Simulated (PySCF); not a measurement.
Potential energy curve for SMILES O=C=S. The C2–S3 bond (C2 also carries O; S3 carries nothing else) is stretched with both fragments frozen at the PBE0/def2-TZVP optimised geometry.

- RKS-M06-2X = restricted M06-2X/cc-pVDZ run with PySCF
- RKS-CAM-B3LYP = restricted CAM-B3LYP/cc-pVDZ (PySCF)
- RHF/cc-pVDZ (PySCF)

Magnitude of the dipole moment (D; its direction can reverse along the curve, and a method can change to another solution) and Mulliken charge of the fragment that holds C2:

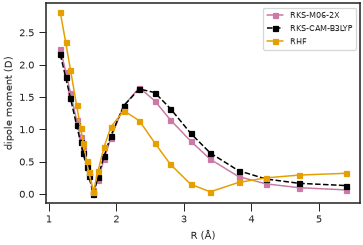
Figure: Dipole moment against bond length.

```csv
R / Å,μ RKS-M06-2X,q RKS-M06-2X,μ RKS-CAM-B3LYP,q RKS-CAM-B3LYP,μ RHF,q RHF
1.17,2.25,-0.30,2.16,-0.31,2.81,-0.29
1.25,1.89,-0.18,1.80,-0.18,2.34,-0.16
1.32,1.57,-0.10,1.48,-0.09,1.93,-0.08
1.41,1.15,-0.02,1.07,-0.02,1.38,0.00
1.47,0.88,0.01,0.80,0.02,1.03,0.04
1.51,0.70,0.03,0.63,0.04,0.79,0.06
1.56,0.48,0.05,0.41,0.05,0.51,0.09
1.59,0.35,0.06,0.28,0.06,0.34,0.10
1.66,0.05,0.07,0.00,0.08,0.03,0.12
1.73,0.22,0.09,0.27,0.09,0.36,0.14
1.82,0.55,0.10,0.59,0.11,0.73,0.15
1.92,0.87,0.12,0.90,0.12,1.04,0.16
2.11,1.37,0.14,1.37,0.14,1.29,0.15
2.34,1.64,0.14,1.63,0.14,1.13,0.12
2.57,1.44,0.10,1.57,0.11,0.79,0.08
2.80,1.15,0.07,1.32,0.08,0.46,0.05
3.10,0.82,0.04,0.94,0.05,0.15,0.02
3.39,0.54,0.02,0.63,0.03,0.03,0.01
3.81,0.27,0.01,0.36,0.01,0.18,0.00
4.22,0.16,0.00,0.23,0.00,0.25,0.00
4.71,0.10,0.00,0.16,0.00,0.29,0.00
5.40,0.06,0.00,0.13,0.00,0.32,0.00
```

The restricted form behind RKS-M06-2X, RKS-CAM-B3LYP, RHF keeps the bonding electrons paired and can't separate into open-shell fragments.
